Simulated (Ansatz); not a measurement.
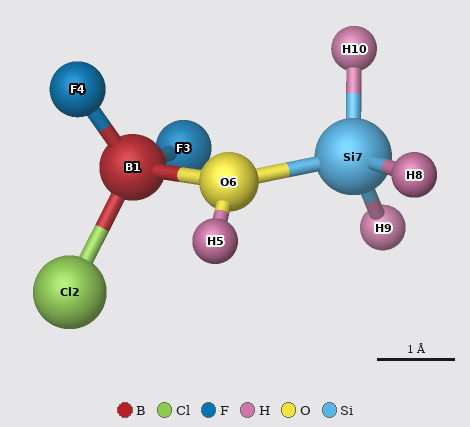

The input geometry (ball-and-stick view, seen at a tilt; atoms are numbered from 1 in the order of the input). Bond lengths as drawn: B–Cl 1.84 Å, B–F 1.34 to 1.36 Å, B–O 1.67 Å, H–O 0.97 Å, H–Si 1.48 to 1.49 Å and O–Si 1.74 Å.

# Run report: BSiH₄ClOF₂, nudged elastic band (part 1 of 2)

System: BSiH₄ClOF₂.
Method: RKS B3LYP-D4/def2-SVP (Ansatz 0.2.0).

It belongs to a series of runs on one base structure; here: band between the two ends. Figures and captions count atoms from 1; the log counts them from 0 in places.

Output:
```
Engine: ansatz 0.2.0, x86_64-unknown-linux-gnu
Functional definition: B3LYP
  parameter a0 = 0.2
  parameter ax = 0.72
  parameter ac = 0.81
  exchange = (1 - a0 - ax)*slater_x + ax*b88_x + a0*exact_x
  correlation = (1 - ac)*vwn_rpa_c + ac*lyp_c
1151 factors; integrals over basis functions are off by at most 5.8e-4 eV
mean field evaluation 1: about -28611.9019 eV, gradient 5.3e1 eV
mean field evaluation 2: about -28607.1156 eV, gradient 7.7e1 eV
mean field evaluation 4: about -28616.2884 eV, gradient 2.6e0 eV
mean field evaluation 8: about -28616.3465 eV, gradient 1.6e-1 eV
mean field evaluation 16: about -28616.3465 eV, gradient 1.9e-5 eV
mean field -28616.34651393 eV, -1051.6313375307 hartree, gradient 1.9e-5 eV, S^2 0.000000; 0 other end points of the search recorded, 0 dependent functions left out
the calculation of the forces begins
reference -28616.34676214 eV, -1051.6313466523 hartree; 33, 33 occupied and 79, 79 virtual orbitals, 1151 factors
1154 factors; integrals over basis functions are off by at most 1.1e-3 eV
mean field evaluation 32: about -28616.6700 eV, gradient 8.0e-5 eV
mean field -28616.66998541 eV, -1051.6432248884 hartree, gradient 8.0e-5 eV, S^2 0.000000; 0 other end points of the search recorded, 0 dependent functions left out
[... from here on the field's lines of each further geometry are left out, up to the last ...]
NEB iter   1: max|band force component| = 7.953e0 eV/Å  barrier→ = 1.4361 eV  barrier← = 1.7294 eV  Δτ_max = 0.2000 Å  (289 SCF iters)
NEB iter   2: max|band force component| = 3.813e0 eV/Å  barrier→ = 0.8794 eV  barrier← = 1.1726 eV  Δτ_max = 0.2000 Å  (291 SCF iters)
NEB iter   3: max|band force component| = 1.308e1 eV/Å  barrier→ = 1.1288 eV  barrier← = 1.4221 eV  Δτ_max = 0.1009 Å  (284 SCF iters)
NEB iter   4: max|band force component| = 1.647e0 eV/Å  barrier→ = 0.7172 eV  barrier← = 1.0105 eV  Δτ_max = 0.1975 Å  (266 SCF iters)
NEB iter   5: max|band force component| = 1.118e0 eV/Å  barrier→ = 0.7186 eV  barrier← = 1.0118 eV  Δτ_max = 0.0813 Å  (268 SCF iters)
NEB iter   6: max|band force component| = 7.254e-1 eV/Å  barrier→ = 0.6739 eV  barrier← = 0.9672 eV  Δτ_max = 0.1016 Å  (275 SCF iters)
NEB iter   7: max|band force component| = 7.066e-1 eV/Å  barrier→ = 0.5900 eV  barrier← = 0.8833 eV  Δτ_max = 0.1398 Å  (270 SCF iters)
NEB iter   8: max|band force component| = 6.258e-1 eV/Å  barrier→ = 0.6146 eV  barrier← = 0.9079 eV  Δτ_max = 0.2000 Å  (271 SCF iters)
NEB iter   9: max|band force component| = 7.426e-1 eV/Å  barrier→ = 0.6823 eV  barrier← = 0.9756 eV  Δτ_max = 0.0948 Å  (267 SCF iters)
NEB iter  10: max|band force component| = 5.414e-1 eV/Å  barrier→ = 0.6706 eV  barrier← = 0.9639 eV  Δτ_max = 0.0894 Å  (274 SCF iters)
NEB iter  11: max|band force component| = 6.386e-1 eV/Å  barrier→ = 0.6393 eV  barrier← = 0.9326 eV  CI = image 3  Δτ_max = 0.0994 Å  (273 SCF iters)
NEB iter  12: max|band force component| = 2.754e-1 eV/Å  barrier→ = 0.6520 eV  barrier← = 0.9453 eV  CI = image 3  Δτ_max = 0.0551 Å  (269 SCF iters)
NEB iter  13: max|band force component| = 1.909e-1 eV/Å  barrier→ = 0.6447 eV  barrier← = 0.9380 eV  CI = image 3  Δτ_max = 0.0656 Å  (261 SCF iters)
NEB iter  14: max|band force component| = 3.870e-1 eV/Å  barrier→ = 0.6403 eV  barrier← = 0.9335 eV  CI = image 3  Δτ_max = 0.0327 Å  (270 SCF iters)
NEB iter  15: max|band force component| = 9.877e-2 eV/Å  barrier→ = 0.6389 eV  barrier← = 0.9322 eV  CI = image 3  Δτ_max = 0.0350 Å  (261 SCF iters)
NEB iter  16: max|band force component| = 1.168e-1 eV/Å  barrier→ = 0.6382 eV  barrier← = 0.9314 eV  CI = image 3  Δτ_max = 0.0147 Å  (263 SCF iters)
NEB iter  17: max|band force component| = 9.825e-2 eV/Å  barrier→ = 0.6378 eV  barrier← = 0.9311 eV  CI = image 3  Δτ_max = 0.0176 Å  (268 SCF iters)
NEB iter  18: max|band force component| = 6.285e-2 eV/Å  barrier→ = 0.6376 eV  barrier← = 0.9309 eV  CI = image 3  Δτ_max = 0.0120 Å  (240 SCF iters)
the calculation of the forces begins
reference -28616.66403099 eV, -1051.6430060672 hartree; 33, 33 occupied and 79, 79 virtual orbitals, 1155 factors
1152 factors; integrals over basis functions are off by at most 1.2e-3 eV
mean field evaluation 1440: about -28615.7109 eV, gradient 1.4e-3 eV
mean field -28615.71086040 eV, -1051.6079776943 hartree, gradient 7.6e-6 eV, S^2 0.000000; 1 other end points of the search recorded, 0 dependent functions left out
the calculation of the forces begins
reference -28615.71111036 eV, -1051.6079868801 hartree; 33, 33 occupied and 79, 79 virtual orbitals, 1152 factors
NEB iter  19: max|band force component| = 2.564e-2 eV/Å  barrier→ = 0.6375 eV  barrier← = 0.9308 eV  CI = image 3  Δτ_max = 0.0000 Å  (468 SCF iters)
```

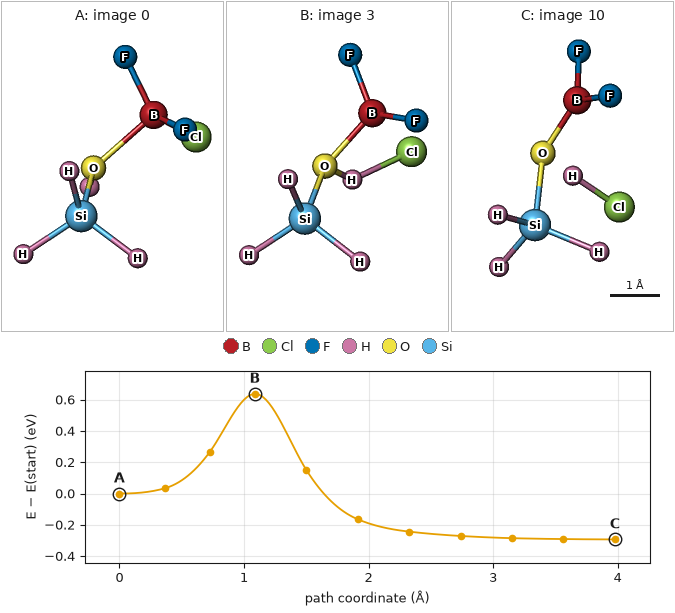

Images of the last band (counted from 0; ball-and-stick, seen at an oblique angle) above the energy along the path; the line is a cubic interpolation that uses the forces. The highest image is number 3, 0.637 eV above the start and 0.931 eV above the end (the climbing image); the end lies 0.293 eV below the start. The path is 3.98 Å long. The band converged in 19 iterations.

```
Total energy: -28616.08390635 eV, -1051.6216868802 hartree
Atom 0 at    -1.362975    -0.083415     0.100586 Å, force    -0.001646    -0.000235    -0.000034 eV/Å
Atom 1 at    -1.349362    -2.295762     0.062343 Å, force    -0.001178    -0.001686     0.001508 eV/Å
Atom 2 at    -1.533813     0.362632    -1.145424 Å, force     0.001365    -0.001126     0.004578 eV/Å
Atom 3 at    -2.226003     0.280571     1.037962 Å, force     0.004075     0.000744    -0.002026 eV/Å
Atom 4 at    -0.141275    -1.405339     0.470988 Å, force    -0.000520     0.002045     0.005307 eV/Å
Atom 5 at     0.049400    -0.191209     0.526717 Å, force    -0.000363    -0.000307    -0.016360 eV/Å
Atom 6 at     1.381850     0.670862    -0.146122 Å, force    -0.000385    -0.000803     0.006859 eV/Å
Atom 7 at     2.525727     0.374755     0.748338 Å, force     0.000292    -0.000371     0.000514 eV/Å
Atom 8 at     1.635554     0.178687    -1.522691 Å, force    -0.001059     0.002650    -0.000669 eV/Å
Atom 9 at     1.020897     2.108316    -0.132699 Å, force    -0.000580    -0.000911     0.000323 eV/Å
Dipole moment:     0.772491     0.272711    -0.020394 e Å
this run last wrote the band of iteration 19 to [file]
```

The last band as extended XYZ (Å, eV, eV/Å):
```
10
Properties=species:S:1:pos:R:3:forces:R:3 image=0 energy=-28616.72113
B    -1.4511   -0.3196    0.0323    0.0047   0.0256   0.0024
Cl   -1.7688   -2.1182   -0.1982   -0.0079  -0.0155  -0.0040
F    -1.3181    0.4000   -1.1193   -0.0041  -0.0075  -0.0082
F    -2.1861    0.2692    0.9916   -0.0095  -0.0025   0.0059
H     0.3358   -1.2115    0.9026    0.0006   0.0021  -0.0021
O     0.1160   -0.3125    0.6071    0.0127  -0.0087   0.0057
Si    1.3349    0.6526   -0.1850   -0.0074   0.0104   0.0044
H     2.5495    0.4226    0.6381    0.0012  -0.0043  -0.0072
H     1.5316    0.1721   -1.5706    0.0083  -0.0033   0.0035
H     0.8563    2.0454   -0.0986    0.0014   0.0036  -0.0004
10
Properties=species:S:1:pos:R:3:forces:R:3 image=1 energy=-28616.68791
B    -1.4806   -0.3018    0.0492   -0.0373  -0.0525  -0.0217
Cl   -1.7027   -2.1507   -0.0718   -0.1394   0.0452  -0.0544
F    -1.4537    0.3520   -1.1395    0.0445  -0.0034  -0.0019
F    -2.1965    0.2854    1.0215    0.0176   0.0023  -0.0109
H     0.2560   -1.2362    0.6753    0.1416   0.0211   0.1024
O     0.1022   -0.2791    0.5544    0.0246  -0.0272   0.0123
Si    1.3767    0.6671   -0.1615   -0.0061   0.0017  -0.0066
H     2.5468    0.4032    0.7128    0.0091   0.0179  -0.0220
H     1.6228    0.1879   -1.5411   -0.0083   0.0080  -0.0098
H     0.9292    2.0724   -0.0991   -0.0463  -0.0132   0.0127
10
Properties=species:S:1:pos:R:3:forces:R:3 image=2 energy=-28616.45442
B    -1.4430   -0.2297    0.0754   -0.2568  -0.4641  -0.0824
Cl   -1.5053   -2.2066    0.0045   -0.5051   0.2815  -0.1686
F    -1.5161    0.3564   -1.1378    0.0607  -0.0342   0.0180
F    -2.2186    0.2784    1.0388    0.0237  -0.0011  -0.0074
H     0.0558   -1.2637    0.5305    0.6426   0.4707   0.2095
O     0.0735   -0.2441    0.5384    0.0677  -0.1728   0.0327
Si    1.3890    0.6652   -0.1507    0.0259  -0.0195  -0.0159
H     2.5341    0.3739    0.7432    0.0247   0.0061  -0.0131
H     1.6342    0.1790   -1.5277   -0.0022  -0.0103  -0.0141
H     0.9965    2.0911   -0.1145   -0.0813  -0.0565   0.0411
10
Properties=species:S:1:pos:R:3:forces:R:3 image=3 energy=-28616.08366
B    -1.3630   -0.0834    0.1006   -0.0016  -0.0002   0.0000
Cl   -1.3494   -2.2958    0.0623   -0.0012  -0.0017   0.0015
F    -1.5338    0.3626   -1.1454    0.0014  -0.0011   0.0046
F    -2.2260    0.2806    1.0380    0.0041   0.0007  -0.0020
H    -0.1413   -1.4053    0.4710   -0.0005   0.0020   0.0053
O     0.0494   -0.1912    0.5267   -0.0004  -0.0003  -0.0164
Si    1.3819    0.6709   -0.1461   -0.0004  -0.0008   0.0069
H     2.5257    0.3748    0.7483    0.0003  -0.0004   0.0005
H     1.6356    0.1787   -1.5227   -0.0011   0.0027  -0.0007
H     1.0209    2.1083   -0.1327   -0.0006  -0.0009   0.0003
10
Properties=species:S:1:pos:R:3:forces:R:3 image=4 energy=-28616.57155
B    -1.2986    0.1032    0.1219    0.2159   0.6105   0.0755
Cl   -1.2660   -2.4529    0.0908    0.2495  -0.5100   0.0621
F    -1.5540    0.3667   -1.1526   -0.0792   0.0435  -0.0025
F    -2.2444    0.2687    1.0241   -0.0497  -0.0412  -0.0167
H    -0.2645   -1.6422    0.4598   -0.3969  -0.7732  -0.0558
O     0.0189   -0.0500    0.5283   -0.0982   0.4529   0.0006
Si    1.3839    0.6988   -0.1466    0.0136   0.0836  -0.0014
H     2.5199    0.3861    0.7540   -0.0095   0.0067   0.0017
H     1.6397    0.1758   -1.5147   -0.0010   0.0095   0.0135
H     1.0651    2.1459   -0.1650    0.1556   0.1176  -0.0770
10
Properties=species:S:1:pos:R:3:forces:R:3 image=5 energy=-28616.88581
B    -1.3058    0.2304    0.1232   -0.0002   0.1419   0.0057
Cl   -1.1997   -2.6862    0.0876    0.0501  -0.2010  -0.0117
F    -1.5912    0.4453   -1.1540   -0.0392   0.0710  -0.0012
F    -2.2829    0.2508    1.0066   -0.0307  -0.0255  -0.0012
H    -0.3105   -1.8404    0.5156   -0.0437  -0.1752   0.0423
O    -0.0158    0.0839    0.5280   -0.0294   0.1111   0.0076
Si    1.3912    0.7412   -0.1511    0.0080   0.0325  -0.0080
H     2.5008    0.4013    0.7721   -0.0101  -0.0030   0.0067
H     1.6384    0.1657   -1.4993   -0.0076  -0.0048   0.0070
H     1.1756    2.2081   -0.2286    0.1028   0.0530  -0.0472
10
Properties=species:S:1:pos:R:3:forces:R:3 image=6 energy=-28616.96477
B    -1.3409    0.3149    0.1212   -0.0069   0.0468  -0.0042
Cl   -1.0493   -2.8225    0.0399    0.0156  -0.0526  -0.0306
F    -1.6343    0.6137   -1.1385   -0.0125   0.0327   0.0104
F    -2.3295    0.1783    0.9833   -0.0185  -0.0285  -0.0081
H    -0.3230   -1.9563    0.6665    0.0147  -0.0061   0.0503
O    -0.0573    0.2018    0.5324   -0.0166   0.0146   0.0044
Si    1.3826    0.7522   -0.1700    0.0094   0.0121   0.0008
H     2.4668    0.3767    0.7700   -0.0053  -0.0164  -0.0014
H     1.5898    0.1122   -1.4948   -0.0065  -0.0167  -0.0016
H     1.2949    2.2290   -0.3100    0.0268   0.0142  -0.0199
```
